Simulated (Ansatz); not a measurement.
**Molecular dynamics of Si3H8 (part 2 of 2)**

Si3H8; RKS r2SCAN/STO-3G (Ansatz 0.2.0). One setting was made poor on purpose. It belongs to a series of runs on one base structure; here: dynamics from the start.

Geometry of the input (Å):
```
Si -0.0104  0.0034  -0.0533
H  0.0955  -0.0930  1.3877
H  1.3457  0.1067  -0.5505
Si -1.1369  1.8776  -0.5889
H  -2.5044  1.8204  -0.1216
H  -0.5207  3.0482  -0.0037
H  -1.1747  2.0704  -2.0219
Si -0.9499  -1.8805  -0.8510
H  -2.2517  -2.1044  -0.2618
H  -1.1271  -1.8100  -2.2847
H  -0.1317  -3.0387  -0.5650
```

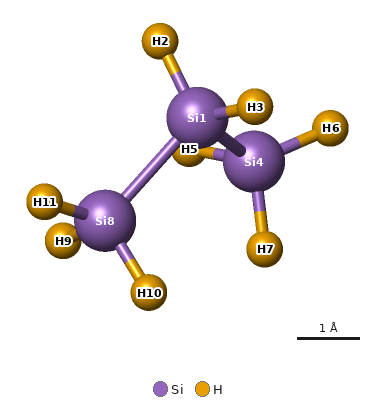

*The geometry at step 98 of the log (ball-and-stick view, seen at a tilt; atoms are numbered from 1 in the order of the input).*

### Output, continued
```
md step    86: t =    43.00 fs  T =   609.1 K  F+E_penalty+E_count = -23487.48895648 eV  E_kin = 0.708541 eV  conserved = -23487.28283146 eV  (19 SCF iters)
md step    87: t =    43.50 fs  T =   632.1 K  F+E_penalty+E_count = -23487.50520085 eV  E_kin = 0.735290 eV  conserved = -23487.28331382 eV  (19 SCF iters)
md step    88: t =    44.00 fs  T =   628.3 K  F+E_penalty+E_count = -23487.50045740 eV  E_kin = 0.730962 eV  conserved = -23487.28357919 eV  (19 SCF iters)
md step    89: t =    44.50 fs  T =   595.4 K  F+E_penalty+E_count = -23487.47123118 eV  E_kin = 0.692617 eV  conserved = -23487.28351033 eV  (19 SCF iters)
md step    90: t =    45.00 fs  T =   538.6 K  F+E_penalty+E_count = -23487.42005511 eV  E_kin = 0.626605 eV  conserved = -23487.28305461 eV  (18 SCF iters)
md step    91: t =    45.50 fs  T =   470.2 K  F+E_penalty+E_count = -23487.35572913 eV  E_kin = 0.546984 eV  conserved = -23487.28229093 eV  (19 SCF iters)
md step    92: t =    46.00 fs  T =   405.0 K  F+E_penalty+E_count = -23487.29135479 eV  E_kin = 0.471146 eV  conserved = -23487.28143675 eV  (19 SCF iters)
md step    93: t =    46.50 fs  T =   356.6 K  F+E_penalty+E_count = -23487.24055657 eV  E_kin = 0.414815 eV  conserved = -23487.28079748 eV  (18 SCF iters)
md step    94: t =    47.00 fs  T =   333.6 K  F+E_penalty+E_count = -23487.21302670 eV  E_kin = 0.388137 eV  conserved = -23487.28063491 eV  (19 SCF iters)
md step    95: t =    47.50 fs  T =   338.3 K  F+E_penalty+E_count = -23487.21105116 eV  E_kin = 0.393571 eV  conserved = -23487.28103410 eV  (19 SCF iters)
md step    96: t =    48.00 fs  T =   365.9 K  F+E_penalty+E_count = -23487.22843987 eV  E_kin = 0.425611 eV  conserved = -23487.28184252 eV  (19 SCF iters)
md step    97: t =    48.50 fs  T =   406.0 K  F+E_penalty+E_count = -23487.25242158 eV  E_kin = 0.472262 eV  conserved = -23487.28273840 eV  (19 SCF iters)
md step    98: t =    49.00 fs  T =   445.5 K  F+E_penalty+E_count = -23487.26785115 eV  E_kin = 0.518213 eV  conserved = -23487.28338080 eV  (19 SCF iters)
md step    99: t =    49.50 fs  T =   472.1 K  F+E_penalty+E_count = -23487.26208838 eV  E_kin = 0.549193 eV  conserved = -23487.28355254 eV  (18 SCF iters)
these checks for a lower state are left out or cut short: starts, cluster_reference, orbital_swaps, neighbouring_geometries, increment
446 factors; integrals over basis functions are off by at most 2.8e-5 eV
mean field -23487.22864500 eV, -863.1397324884 hartree, gradient 2.5e-5 eV, S^2 0.000000; 0 other end points of the search recorded, 0 dependent functions left out
the calculation of the forces begins
reference -23487.22865233 eV, -863.1397327578 hartree; 25, 25 occupied and 10, 10 virtual orbitals, 446 factors
446 factors; integrals over basis functions are off by at most 2.8e-5 eV
mean field -23487.22864500 eV, -863.1397324884 hartree, gradient 2.5e-5 eV, S^2 0.000000; 1 other end points of the search recorded, 0 dependent functions left out
the calculation of the forces begins
reference -23487.22865233 eV, -863.1397327578 hartree; 25, 25 occupied and 10, 10 virtual orbitals, 446 factors
md step   100: t =    50.00 fs  T =   478.1 K  F+E_penalty+E_count = -23487.22864500 eV  E_kin = 0.556185 eV  conserved = -23487.28323028 eV  (20 SCF iters)
```

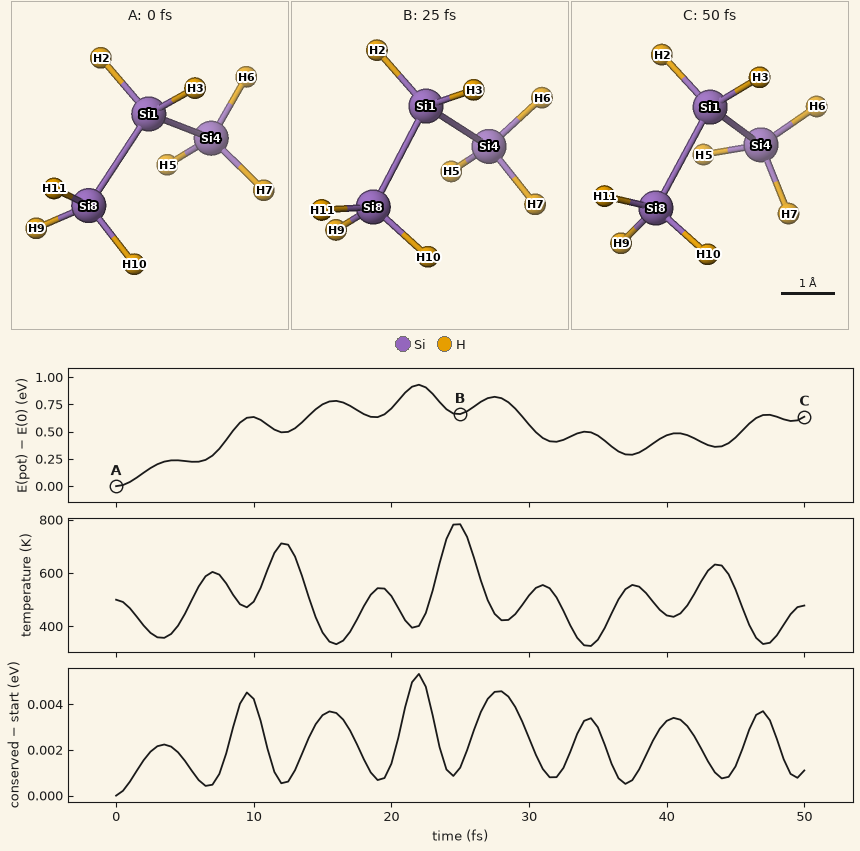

*Frames of the molecular dynamics (ball-and-stick, seen at a tilt) above the curves, on which the letters mark them.*

The trajectory kept here has 101 frames over 50 fs. The temperature starts at 500 K, ranges from 326 to 783 K and averages 486 K over the second half. The potential energy ends 0.637 eV above its first value. The conserved quantity stays within 0.0053 eV. After an unweighted best fit of the last frame on the first, the root-mean-square displacement is 0.47 Å.

```
Total energy: -23487.22865233 eV, -863.1397327578 hartree
Atom 0 at     0.121080     0.050483     0.032112 Å, force     1.438100    -1.857114     0.439757 eV/Å
Atom 1 at     0.071320     0.007960     1.463943 Å, force     0.175288    -0.143945     0.339628 eV/Å
Atom 2 at     1.483104     0.287211    -0.398534 Å, force     0.035744    -0.512243    -0.007417 eV/Å
Atom 3 at    -1.137636     1.593614    -0.609551 Å, force    -1.946818     2.818082    -1.049844 eV/Å
Atom 4 at    -2.302892     1.350619     0.189257 Å, force    -0.497593     0.403468     0.096046 eV/Å
Atom 5 at    -0.749328     2.992107    -0.536370 Å, force    -0.002506    -0.194722     0.208040 eV/Å
Atom 6 at    -1.547981     1.373481    -1.975358 Å, force     0.009260    -0.004449    -0.100950 eV/Å
Atom 7 at    -1.055383    -1.641268    -0.906704 Å, force     0.028417    -0.125954     0.406038 eV/Å
Atom 8 at    -2.510741    -1.590842    -0.669449 Å, force     0.773559     0.194157    -0.004043 eV/Å
Atom 9 at    -0.833520    -1.582083    -2.321917 Å, force    -0.037789    -0.088181    -0.341082 eV/Å
Atom 10 at    -0.582725    -2.903253    -0.425645 Å, force     0.024337    -0.489099     0.013828 eV/Å
Dipole moment:     0.103774    -0.042499     0.040976 e Å
```

### Trajectory as extended XYZ (Å, eV, eV/Å), 9 of the 101 frames kept, from step=0 to step=100
```
11
Properties=species:S:1:pos:R:3:forces:R:3 step=0 time_fs=0.0 energy=-23487.86600 temperature=500.0
Si   -0.0104    0.0034   -0.0533   -0.0042   0.0007   0.0059
H     0.0955   -0.0930    1.3877    0.0023  -0.0007   0.0017
H     1.3457    0.1067   -0.5505    0.0024   0.0016  -0.0017
Si   -1.1369    1.8776   -0.5889    0.0011   0.0008  -0.0065
H    -2.5044    1.8204   -0.1216    0.0043  -0.0004   0.0011
H    -0.5207    3.0482   -0.0037   -0.0020  -0.0026  -0.0023
H    -1.1747    2.0704   -2.0219   -0.0030   0.0021   0.0053
Si   -0.9499   -1.8805   -0.8510    0.0002   0.0030  -0.0024
H    -2.2517   -2.1044   -0.2618    0.0028  -0.0005  -0.0049
H    -1.1271   -1.8100   -2.2847    0.0013  -0.0049   0.0040
H    -0.1317   -3.0387   -0.5650   -0.0051   0.0010  -0.0002
11
Properties=species:S:1:pos:R:3:forces:R:3 step=12 time_fs=6.0 energy=-23487.64147 temperature=549.7
Si    0.0303   -0.0448   -0.0327    0.1541   2.1492  -0.0475
H     0.1887   -0.1351    1.4088   -0.1793  -0.0349  -0.0943
H     1.4087    0.2029   -0.5132   -0.7372  -0.3993   0.0395
Si   -1.1746    1.8925   -0.6119    0.9352  -1.5004   1.0031
H    -2.5219    1.9209   -0.0794   -0.0347  -0.1888  -0.2809
H    -0.5193    3.0036    0.0477    0.0691   0.1683  -0.4722
H    -1.1675    1.9451   -2.0607   -0.1221   0.4186   0.1298
Si   -0.9557   -1.8523   -0.8488   -0.2283  -0.5972  -0.4297
H    -2.3026   -1.9881   -0.3031    0.3666  -0.0835  -0.0526
H    -1.0897   -1.7501   -2.2862   -0.0646   0.0830   0.0198
H    -0.1854   -3.0594   -0.6299   -0.1587  -0.0151   0.1850
11
Properties=species:S:1:pos:R:3:forces:R:3 step=25 time_fs=12.5 energy=-23487.36757 temperature=706.5
Si    0.0912   -0.0913    0.0021   -1.1438   3.1338  -0.1990
H     0.2679   -0.2186    1.4315   -0.1322   0.0565   0.0779
H     1.4065    0.2424   -0.5135   -0.0518  -0.4194  -0.1405
Si   -1.2211    1.8926   -0.6336    1.8798  -2.0574   1.2676
H    -2.5697    2.0000   -0.1264   -0.0815  -0.2164  -0.0941
H    -0.4890    3.0094   -0.0671   -0.1179   0.1426  -0.3474
H    -1.2094    1.9179   -2.0777   -0.1242   0.2690  -0.0334
Si   -0.9654   -1.8151   -0.8536   -0.4026  -0.6577  -0.6219
H    -2.3341   -1.8307   -0.3572    0.2832  -0.1352   0.0120
H    -1.0551   -1.6207   -2.2820   -0.0452  -0.0443  -0.0733
H    -0.3385   -3.1013   -0.6552   -0.0638  -0.0714   0.1521
11
Properties=species:S:1:pos:R:3:forces:R:3 step=38 time_fs=19.0 energy=-23487.23234 temperature=543.3
Si    0.1375   -0.0993    0.0364   -1.4115   2.4903  -0.6889
H     0.3004   -0.2787    1.4678    0.0050   0.2373  -0.0794
H     1.4414    0.1481   -0.5704   -0.2048  -0.1999   0.1979
Si   -1.2451    1.8657   -0.6406    1.6853  -1.3335   0.3204
H    -2.6331    2.0018   -0.2085    0.3985  -0.2336   0.2253
H    -0.5024    3.0639   -0.2976   -0.2258  -0.0016   0.3154
H    -1.2967    1.9738   -2.0902   -0.0005  -0.3956   0.1173
Si   -0.9783   -1.7848   -0.8679   -0.0656  -0.5847  -0.4719
H    -2.3289   -1.7248   -0.3849   -0.2859   0.0030   0.0855
H    -1.0352   -1.5065   -2.2919   -0.0098  -0.2963   0.0851
H    -0.5286   -3.1510   -0.6328    0.1150   0.3146  -0.1067
11
Properties=species:S:1:pos:R:3:forces:R:3 step=50 time_fs=25.0 energy=-23487.20410 temperature=783.3
Si    0.1653   -0.0703    0.0654   -1.5260   1.0514  -1.6098
H     0.3331   -0.2557    1.4851    0.0444   0.2174   0.1633
H     1.4654   -0.0514   -0.6054   -0.2301   0.3419   0.3873
Si   -1.2438    1.8158   -0.6422    1.7467  -0.5155  -0.0784
H    -2.6123    1.9094   -0.1953    0.0336  -0.2679   0.5216
H    -0.6109    3.1132   -0.4512   -0.0600  -0.2248   0.5637
H    -1.3952    1.8931   -2.0808    0.1329  -0.6567  -0.0846
Si   -0.9963   -1.7586   -0.8890   -0.9961   0.5135   0.6985
H    -2.3761   -1.6066   -0.4026    0.4653  -0.1074  -0.3270
H    -1.0202   -1.4874   -2.3029    0.0030  -0.2103  -0.2037
H    -0.6763   -3.1371   -0.6334    0.3865  -0.1415  -0.0308
11
Properties=species:S:1:pos:R:3:forces:R:3 step=62 time_fs=31.0 energy=-23487.42401 temperature=555.2
Si    0.1724   -0.0326    0.0786   -0.6145   0.0917  -1.4282
H     0.3676   -0.1715    1.5204   -0.1645   0.1246  -0.3391
H     1.5071   -0.1180   -0.5747   -0.7581   0.5427   0.5207
Si   -1.2255    1.7628   -0.6440    0.8000  -0.6999   0.2934
H    -2.5559    1.7436   -0.0493    0.3350  -0.2149   0.0856
H    -0.7234    3.1062   -0.4462    0.1690  -0.0760   0.1338
H    -1.4511    1.6462   -2.0763    0.1413  -0.1356   0.1824
Si   -1.0190   -1.7304   -0.9040   -0.2457   0.3267   0.4932
H    -2.3921   -1.5258   -0.4696    0.0896  -0.1701  -0.1802
H    -1.0037   -1.5317   -2.3438    0.0456  -0.0472   0.1810
H    -0.7163   -3.1291   -0.6445    0.2024   0.2578   0.0574
11
Properties=species:S:1:pos:R:3:forces:R:3 step=75 time_fs=37.5 energy=-23487.57732 temperature=555.5
Si    0.1622   -0.0019    0.0728   -0.6963  -0.0738  -1.1548
H     0.3419   -0.0735    1.4992   -0.2129  -0.0943   0.2169
H     1.5046   -0.0089   -0.4825   -0.1448   0.2081  -0.0359
Si   -1.2007    1.7135   -0.6410    0.8494  -0.6230   0.8021
H    -2.4311    1.5560    0.0903   -0.2316   0.0250  -0.0500
H    -0.7592    3.0755   -0.4030    0.0728  -0.1218  -0.2687
H    -1.4541    1.4230   -2.0315   -0.0787   0.3583  -0.1215
Si   -1.0363   -1.7047   -0.9095   -0.2460   0.5952   0.6288
H    -2.4477   -1.5081   -0.5585    0.4834  -0.2122  -0.0772
H    -0.9738   -1.5759   -2.3417    0.0986   0.1241  -0.1778
H    -0.6767   -3.0673   -0.6263    0.1061  -0.1858   0.2381
11
Properties=species:S:1:pos:R:3:forces:R:3 step=88 time_fs=44.0 energy=-23487.50046 temperature=628.3
Si    0.1387    0.0299    0.0526    0.7404  -0.7033   0.0447
H     0.2253   -0.0043    1.5082   -0.1126  -0.1590  -0.2973
H     1.5113    0.1759   -0.4348   -0.3900  -0.2999   0.0386
Si   -1.1643    1.6512   -0.6267   -0.9002   0.0430   0.3136
H    -2.3396    1.3724    0.1983    0.0237   0.5104  -0.4656
H    -0.7568    3.0188   -0.4497    0.0275   0.1991  -0.1075
H    -1.4825    1.3268   -2.0045   -0.1100   0.4362   0.0741
Si   -1.0525   -1.6714   -0.9088    1.3548  -0.4534  -0.0935
H    -2.4515   -1.5515   -0.6424   -0.3991   0.0520   0.2312
H    -0.9046   -1.5830   -2.3577   -0.0037   0.0101   0.3189
H    -0.6022   -3.0107   -0.5254   -0.2308   0.3648  -0.0573
11
Properties=species:S:1:pos:R:3:forces:R:3 step=100 time_fs=50.0 energy=-23487.22864 temperature=478.1
Si    0.1211    0.0505    0.0321    1.4381  -1.8571   0.4398
H     0.0713    0.0080    1.4639    0.1753  -0.1439   0.3396
H     1.4831    0.2872   -0.3985    0.0357  -0.5122  -0.0074
Si   -1.1376    1.5936   -0.6096   -1.9468   2.8181  -1.0498
H    -2.3029    1.3506    0.1893   -0.4976   0.4035   0.0960
H    -0.7493    2.9921   -0.5364   -0.0025  -0.1947   0.2080
H    -1.5480    1.3735   -1.9754    0.0093  -0.0044  -0.1010
Si   -1.0554   -1.6413   -0.9067    0.0284  -0.1260   0.4060
H    -2.5107   -1.5908   -0.6694    0.7736   0.1942  -0.0040
H    -0.8335   -1.5821   -2.3219   -0.0378  -0.0882  -0.3411
H    -0.5827   -2.9033   -0.4256    0.0243  -0.4891   0.0138
```
